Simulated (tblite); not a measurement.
**Geometry relaxation, with input and output: CH₈ClO₂Si₃**

The run: geometry relaxation of CH₈ClO₂Si₃, multiplicity 2, SMILES [SiH2]OC[SiH2]O[SiH2]Cl. Method and program: GFN2-xTB geometry optimisation, gas phase (tblite 0.8.0).

It belongs to a series of runs on one base structure; here: H removed from Si.

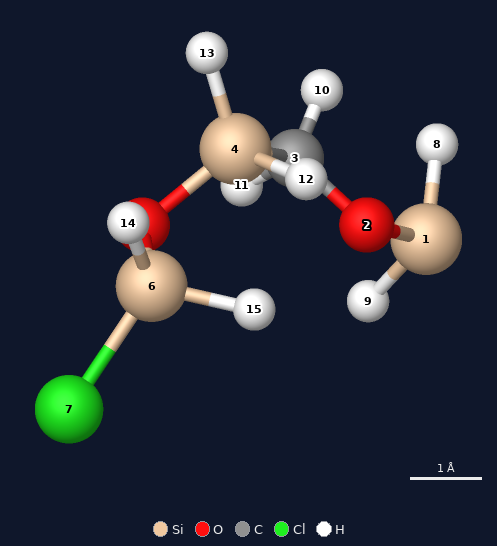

**Figure 1.** The starting structure (ball-and-stick view, seen at a tilt; atoms are numbered from 1 in the order of the input). Bond lengths as drawn: Cl–Si 2.10 Å, C–H 1.12 to 1.13 Å, C–O 1.39 Å, C–Si 1.83 Å, H–Si 1.46 to 1.49 Å and O–Si 1.70 to 1.72 Å.

### The input
```
{"job": {"kind": "relax", "xc": "GFN2-xTB", "basis": "xTB"}, "charge": 0, "multiplicity": 2}
Si    -3.146400     0.800900     0.472300
O     -1.535600     0.243700     0.511100
C     -1.185300    -0.423500    -0.660700
Si     0.552200    -0.974000    -0.520000
O      1.557100     0.230600    -1.184300
Si     2.794800     0.494200    -0.020800
Cl     3.823800     2.293700    -0.355200
H     -3.938900    -0.261300    -0.155500
H     -3.154900     2.042100    -0.327700
H     -1.925100    -1.234100    -0.899000
H     -1.249800     0.309300    -1.512900
H      0.826100    -1.092600     0.940800
H      0.813900    -2.285300    -1.105100
H      3.695900    -0.666400     0.005400
H      2.067900     0.530700     1.284100
```

The first line tells a small driver script what to run in tblite; the rest is the geometry in Å.

Run as:
```bash
OMP_NUM_THREADS=1 python <driver script> task.json out
```

### What the program printed
```
step      E/eV     max force
  0    -658.10524    2.723
  1    -658.39510    1.904
  2    -658.57913    0.918
  3    -658.64732    0.806
  4    -658.72706    0.703
  5    -658.76444    0.758
  6    -658.88480    0.995
  7    -658.96728    0.706
  8    -659.00990    0.445
  9    -659.04359    0.434
 10    -659.08861    0.623
 11    -659.13164    0.766
 12    -659.18164    0.733
 13    -659.23295    0.480
 14    -659.27013    0.473
 15    -659.29693    0.673
 16    -659.32872    0.640
 17    -659.34511    0.308
 18    -659.35032    0.182
 19    -659.35327    0.141
 20    -659.35596    0.162
 21    -659.35849    0.145
 22    -659.36087    0.113
 23    -659.36202    0.093
 24    -659.36332    0.081
 25    -659.36471    0.091
 26    -659.36684    0.126
 27    -659.36976    0.158
 28    -659.37327    0.148
 29    -659.37652    0.131
 30    -659.37887    0.118
 31    -659.38064    0.124
 32    -659.38247    0.121
 33    -659.38440    0.122
 34    -659.38635    0.137
 35    -659.38808    0.116
 36    -659.38938    0.087
 37    -659.39040    0.094
 38    -659.39136    0.082
 39    -659.39238    0.104
 40    -659.39335    0.096
 41    -659.39441    0.119
 42    -659.39542    0.088
 43    -659.39670    0.070
 44    -659.39724    0.060
 45    -659.39833    0.090
 46    -659.39909    0.096
 47    -659.40024    0.082
 48    -659.40141    0.089
 49    -659.40240    0.083
 50    -659.40300    0.065
 51    -659.40341    0.069
 52    -659.40389    0.057
 53    -659.40488    0.064
 54    -659.40578    0.071
 55    -659.40659    0.070
 56    -659.40724    0.075
 57    -659.40802    0.062
 58    -659.40875    0.077
 59    -659.40941    0.077
 60    -659.41007    0.074
 61    -659.41078    0.072
 62    -659.41152    0.064
 63    -659.41233    0.068
 64    -659.41306    0.061
 65    -659.41373    0.063
 66    -659.41435    0.058
 67    -659.41493    0.063
 68    -659.41545    0.128
 69    -659.41628    0.078
 70    -659.41775    0.067
 71    -659.41878    0.063
 72    -659.41979    0.073
 73    -659.42082    0.089
 74    -659.42182    0.101
 75    -659.42276    0.094
 76    -659.42340    0.073
 77    -659.42382    0.106
 78    -659.42445    0.069
 79    -659.42544    0.085
 80    -659.42698    0.107
 81    -659.42802    0.089
 82    -659.42918    0.077
 83    -659.42992    0.059
 84    -659.43068    0.058
 85    -659.43169    0.075
 86    -659.43305    0.086
 87    -659.43455    0.103
 88    -659.43599    0.073
 89    -659.43710    0.108
 90    -659.43810    0.065
 91    -659.43900    0.049
 92    -659.44002    0.047
 93    -659.44051    0.048
 94    -659.44113    0.042
 95    -659.44163    0.079
 96    -659.44209    0.053
 97    -659.44275    0.058
 98    -659.44351    0.060
 99    -659.44387    0.036
100    -659.44407    0.039
101    -659.44426    0.041
102    -659.44451    0.051
103    -659.44497    0.059
104    -659.44561    0.060
105    -659.44619    0.045
106    -659.44650    0.044
107    -659.44664    0.041
108    -659.44677    0.040
109    -659.44703    0.058
110    -659.44760    0.075
111    -659.44851    0.093
112    -659.44946    0.086
113    -659.45004    0.049
114    -659.45026    0.028
115    -659.45038    0.033
116    -659.45058    0.044
117    -659.45089    0.058
118    -659.45133    0.083
119    -659.45187    0.094
120    -659.45247    0.090
121    -659.45303    0.086
122    -659.45356    0.087
123    -659.45403    0.062
124    -659.45472    0.065
125    -659.45567    0.102
126    -659.45792    0.169
127    -659.46255    0.292
128    -659.46705    0.561
129    -659.46097    0.411
130    -659.47787    0.206
131    -659.47352    0.513
132    -659.48799    0.251
133    -659.49151    0.146
134    -659.49342    0.184
135    -659.49467    0.091
136    -659.49595    0.094
137    -659.49798    0.109
138    -659.49855    0.052
139    -659.49884    0.034
140    -659.49899    0.048
141    -659.49918    0.041
142    -659.49952    0.037
143    -659.49976    0.035
144    -659.49995    0.029
145    -659.50009    0.026
146    -659.50015    0.016
147    -659.50019    0.013
148    -659.50021    0.013
149    -659.50024    0.013
150    -659.50027    0.013
151    -659.50032    0.017
152    -659.50039    0.023
153    -659.50045    0.022
154    -659.50050    0.016
155    -659.50054    0.013
156    -659.50058    0.014
157    -659.50062    0.015
158    -659.50067    0.018
159    -659.50073    0.022
160    -659.50083    0.023
161    -659.50097    0.026
162    -659.50113    0.028
163    -659.50129    0.031
164    -659.50147    0.029
165    -659.50168    0.028
166    -659.50192    0.036
167    -659.50211    0.028
168    -659.50223    0.029
169    -659.50233    0.033
170    -659.50248    0.034
171    -659.50270    0.043
172    -659.50295    0.044
173    -659.50317    0.027
174    -659.50332    0.024
175    -659.50340    0.019
176    -659.50346    0.020
177    -659.50350    0.012
178    -659.50353    0.013
179    -659.50354    0.015
180    -659.50358    0.016
181    -659.50364    0.020
182    -659.50373    0.028
183    -659.50386    0.037
184    -659.50406    0.047
185    -659.50434    0.054
186    -659.50466    0.047
187    -659.50492    0.026
188    -659.50504    0.017
189    -659.50508    0.014
190    -659.50510    0.014
191    -659.50513    0.013
192    -659.50516    0.011
193    -659.50519    0.012
194    -659.50520    0.014
195    -659.50524    0.017
196    -659.50528    0.019
197    -659.50537    0.019
198    -659.50550    0.028
199    -659.50567    0.038
200    -659.50584    0.038
201    -659.50601    0.029
202    -659.50611    0.055
203    -659.50625    0.028
204    -659.50638    0.025
205    -659.50671    0.023
206    -659.50685    0.027
207    -659.50703    0.025
208    -659.50719    0.027
209    -659.50737    0.028
210    -659.50753    0.028
211    -659.50769    0.028
212    -659.50784    0.031
213    -659.50803    0.022
214    -659.50821    0.028
215    -659.50832    0.025
216    -659.50836    0.021
217    -659.50840    0.011
218    -659.50842    0.012
219    -659.50843    0.006
```

### Trajectory as extended XYZ (Å, eV, eV/Å), 7 of the 220 frames kept, from step=0 to step=219
```
15
Properties=species:S:1:pos:R:3:forces:R:3 step=0 energy=-658.10524
Si   -3.1464    0.8009    0.4723    1.4350  -0.0950  -0.0980
O    -1.5356    0.2437    0.5111   -1.8140   0.4340   0.2910
C    -1.1853   -0.4235   -0.6607   -1.3520   0.5270  -1.5920
Si    0.5522   -0.9740   -0.5200    1.5030  -0.0350   0.0600
O     1.5571    0.2306   -1.1843    0.7250  -1.0430   2.4090
Si    2.7948    0.4942   -0.0208   -0.3750   1.0200  -0.6540
Cl    3.8238    2.2937   -0.3552   -0.8700  -1.3800   0.0820
H    -3.9389   -0.2613   -0.1555   -0.0930   0.0830   0.1630
H    -3.1549    2.0421   -0.3277   -0.0980  -0.2060   0.2100
H    -1.9251   -1.2341   -0.8990    0.6630   0.4940   0.1810
H    -1.2498    0.3093   -1.5129   -0.1490  -0.5490   0.3770
H     0.8261   -1.0926    0.9408   -0.3200  -0.2320  -0.4870
H     0.8139   -2.2853   -1.1051    0.1590   0.1460  -0.2220
H     3.6959   -0.6664    0.0054   -0.1100   0.3310  -0.2500
H     2.0679    0.5307    1.2841    0.6960   0.5060  -0.4710
15
Properties=species:S:1:pos:R:3:forces:R:3 step=36 energy=-659.38938
Si   -3.1366    0.9054    0.4740    0.0060  -0.0470  -0.0730
O    -1.7063    0.1793    0.2720    0.0090  -0.0140  -0.0290
C    -1.1688   -0.4294   -0.9027    0.0360  -0.0200   0.0250
Si    0.4730   -1.2443   -0.3975    0.0090  -0.0350   0.0490
O     1.5586   -0.0579   -0.1858   -0.0150  -0.0060   0.0060
Si    2.9710    0.6092    0.2202   -0.0010  -0.0260  -0.0100
Cl    3.2669    2.1106   -1.0603    0.0030   0.0060   0.0320
H    -4.2618   -0.0036    0.2520    0.0460   0.0340   0.0130
H    -3.2911    2.1361   -0.2977    0.0200  -0.0320   0.0130
H    -1.8756   -1.1720   -1.2870   -0.0130   0.0650   0.0240
H    -1.0392    0.3316   -1.6795   -0.0440  -0.0110   0.0430
H     0.3582   -1.9271    0.8894   -0.0590   0.0140  -0.0310
H     1.0005   -2.1164   -1.4482   -0.0240   0.0120  -0.0250
H     4.0016   -0.4046    0.0354    0.0280   0.0290   0.0090
H     2.8453    1.0910    1.5883   -0.0020   0.0310  -0.0440
15
Properties=species:S:1:pos:R:3:forces:R:3 step=73 energy=-659.42082
Si   -3.0252    0.9538    0.4749    0.0210   0.0200  -0.0140
O    -1.5938    0.2168    0.3263    0.0110  -0.0170   0.0010
C    -1.0499   -0.3528   -0.8628   -0.0010   0.0090  -0.0260
Si    0.4567   -1.4014   -0.3673    0.0030   0.0160  -0.0310
O     1.6483   -0.4567    0.2014    0.0250   0.0490   0.0370
Si    2.8521    0.6175    0.2387   -0.0180   0.0390  -0.0340
Cl    2.6517    1.8794   -1.3042    0.0070  -0.0080   0.0230
H    -4.1464    0.0371    0.2909    0.0010  -0.0110  -0.0010
H    -3.1584    2.1307   -0.3793    0.0010   0.0010   0.0200
H    -1.8134   -0.9567   -1.3645    0.0150   0.0150   0.0340
H    -0.7854    0.4570   -1.5507   -0.0010   0.0100   0.0030
H     0.1494   -2.2718    0.7580   -0.0200  -0.0200   0.0110
H     0.9947   -2.0560   -1.5588   -0.0050  -0.0860  -0.0210
H     4.0878   -0.1365    0.0800   -0.0010  -0.0030  -0.0050
H     2.7274    1.3476    1.4898   -0.0390  -0.0150   0.0010
15
Properties=species:S:1:pos:R:3:forces:R:3 step=110 energy=-659.44760
Si   -2.8091    0.9770    0.5464   -0.0090  -0.0400   0.0380
O    -1.3848    0.2584    0.2921    0.0130  -0.0150  -0.0090
C    -0.9285   -0.3398   -0.9232    0.0080  -0.0190   0.0210
Si    0.4518   -1.5423   -0.4087   -0.0030  -0.0030  -0.0250
O     1.7705   -0.6820   -0.0016   -0.0130   0.0020   0.0080
Si    2.6392    0.6614    0.2242    0.0250  -0.0520  -0.0260
Cl    2.3494    1.8990   -1.3220   -0.0010   0.0210  -0.0110
H    -3.9302    0.0699    0.3106    0.0100   0.0100   0.0100
H    -2.9735    2.2302   -0.1747   -0.0020   0.0610  -0.0440
H    -1.7610   -0.8388   -1.4265    0.0030   0.0230   0.0080
H    -0.5723    0.4548   -1.5865   -0.0210  -0.0260  -0.0060
H     0.0713   -2.2467    0.8099   -0.0010  -0.0010  -0.0130
H     0.8633   -2.3921   -1.5261    0.0210   0.0160   0.0180
H     4.0140    0.1813    0.2160   -0.0180   0.0260   0.0090
H     2.1955    1.3176    1.4425   -0.0150  -0.0020   0.0210
15
Properties=species:S:1:pos:R:3:forces:R:3 step=146 energy=-659.50015
Si   -2.1304    1.3775    0.4950    0.0000   0.0030  -0.0020
O    -0.9810    0.2883    0.1586   -0.0030   0.0050  -0.0150
C    -0.9610   -0.6314   -0.9328   -0.0090  -0.0010   0.0090
Si    0.5681   -1.7257   -0.6329    0.0020  -0.0010   0.0020
O     1.7533   -0.7360   -0.1322   -0.0050  -0.0010  -0.0020
Si    2.1399    0.7539    0.3778   -0.0130   0.0040  -0.0010
Cl    1.7902    2.0605   -1.0943   -0.0090   0.0050   0.0080
H    -3.3885    0.7387    0.8730    0.0010   0.0000  -0.0080
H    -2.3157    2.3687   -0.5589    0.0070  -0.0040   0.0050
H    -1.8994   -1.1918   -0.9556    0.0070  -0.0010  -0.0060
H    -0.8984   -0.0675   -1.8689   -0.0050   0.0030   0.0120
H     0.3314   -2.6471    0.4740    0.0010   0.0000   0.0010
H     1.0592   -2.3347   -1.8645    0.0030  -0.0080   0.0010
H     3.5744    0.6364    0.5904    0.0150   0.0000   0.0000
H     1.3535    1.1180    1.5437    0.0110  -0.0040  -0.0040
15
Properties=species:S:1:pos:R:3:forces:R:3 step=182 energy=-659.50373
Si   -2.1315    1.3672    0.4857    0.0110   0.0030   0.0010
O    -1.0091    0.2394    0.1859    0.0020   0.0010   0.0150
C    -0.9597   -0.6460   -0.9326   -0.0080   0.0130   0.0100
Si    0.5661   -1.7360   -0.6118    0.0030   0.0000   0.0080
O     1.7610   -0.7282   -0.1698   -0.0050  -0.0050  -0.0040
Si    2.1369    0.7535    0.3684    0.0050   0.0230   0.0160
Cl    1.5945    2.1219   -0.9847    0.0010  -0.0080   0.0050
H    -3.4420    0.7691    0.7262   -0.0130   0.0050  -0.0070
H    -2.1795    2.4173   -0.5246    0.0000  -0.0050   0.0030
H    -1.8952   -1.2075   -0.9930   -0.0030  -0.0010  -0.0140
H    -0.8745   -0.0537   -1.8493   -0.0060  -0.0170   0.0080
H     0.3292   -2.6100    0.5335    0.0040   0.0060  -0.0080
H     1.0520   -2.3942   -1.8183    0.0070  -0.0120  -0.0160
H     3.5898    0.6929    0.4317    0.0020  -0.0030   0.0010
H     1.4576    1.0221    1.6252    0.0010   0.0000  -0.0180
15
Properties=species:S:1:pos:R:3:forces:R:3 step=219 energy=-659.50843
Si   -2.1187    1.3308    0.5258   -0.0050  -0.0010  -0.0010
O    -1.1341    0.0654    0.3004    0.0010   0.0000  -0.0030
C    -1.0126   -0.7275   -0.8808   -0.0050   0.0000  -0.0030
Si    0.5760   -1.7407   -0.6218   -0.0010   0.0030   0.0040
O     1.7364   -0.6872   -0.1900    0.0000   0.0020   0.0000
Si    2.1171    0.7937    0.3425   -0.0020  -0.0010   0.0060
Cl    1.5343    2.1498   -1.0084    0.0020  -0.0020   0.0020
H    -3.5292    0.9574    0.4416    0.0050   0.0030   0.0000
H    -1.8008    2.4629   -0.3354    0.0000  -0.0030   0.0020
H    -1.9111   -1.3399   -0.9931    0.0010   0.0030   0.0010
H    -0.9563   -0.0724   -1.7553   -0.0010   0.0000   0.0020
H     0.4175   -2.6435    0.5130    0.0020  -0.0020   0.0000
H     1.0595   -2.3511   -1.8559    0.0020  -0.0030  -0.0010
H     3.5709    0.7461    0.3865    0.0000   0.0020  -0.0030
H     1.4466    1.0642    1.6032    0.0010  -0.0010  -0.0040
```

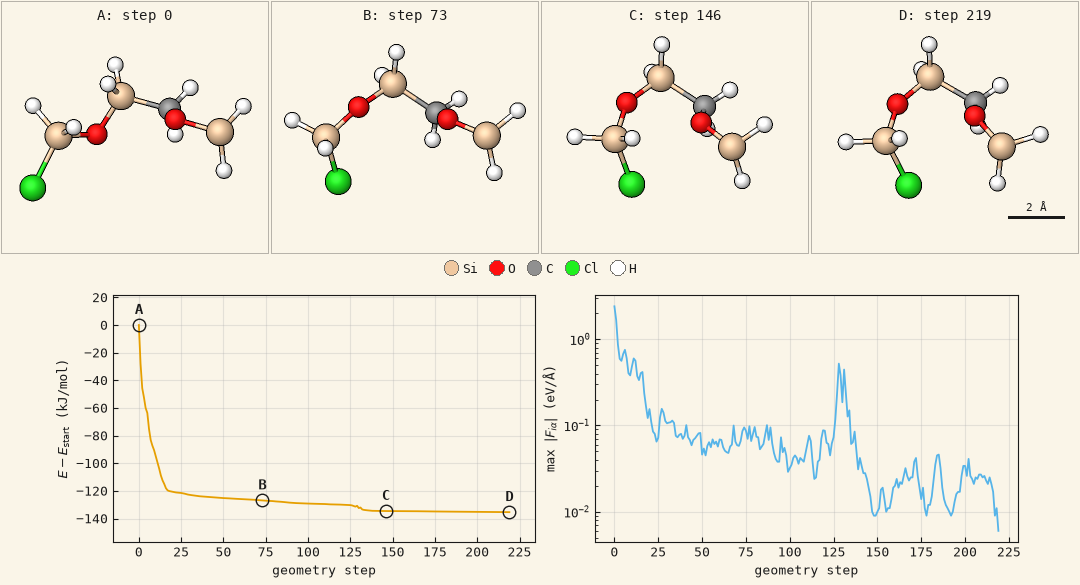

**Figure 2.** Frames of the relaxation (ball-and-stick view, seen at a tilt) above the curves, on which the letters mark them (steps are counted from 0).

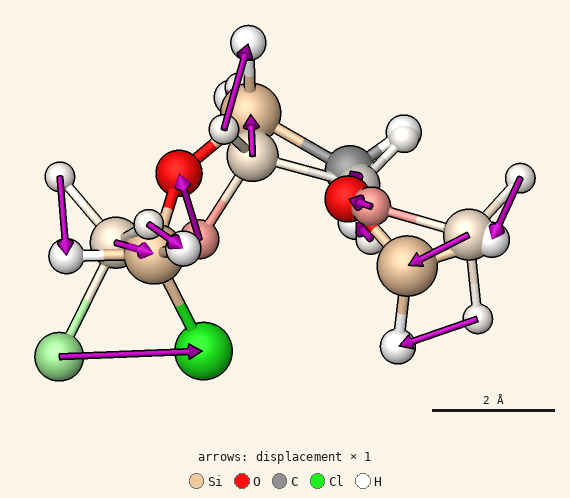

**Figure 3.** Start (faint) and end (solid) with the displacements as pink arrows, at true length (ball-and-stick view, seen at a tilt). The two geometries are laid on each other by the best rigid fit. Cl7 moves most after the best rigid fit: 2.41 Å. By element the largest moves are Cl 2.41 Å, H 1.67 Å, O 1.33 Å, Si 1.15 Å, C 0.41 Å. Among the contacts that change: O5–Si6 1.719 → 1.619 Å, Si6–Cl7 2.100 → 2.001 Å, Si1–O2 1.705 → 1.619 Å, Si4–O5 1.704 → 1.626 Å. Among the angles that change: Si4–O5–Si6 105.6° → 148.0°, Si1–O2–C3 112.0° → 126.9°, H12–Si4–H13 106.8° → 115.8°. Over 219 geometry steps the energy falls by 135.4 kJ/mol. The largest force component goes from 2.4 to 0.006 eV/Å. (Atoms are counted from 1 in the order of the input.)

### Key numbers

| quantity | value |
| --- | --- |
| outcome | converged |
| total energy | −659.5084 eV |
| hardware | 1 CPU thread, shared host |
| wall time | 1.8 s |
| peak memory | 0.18 GiB |
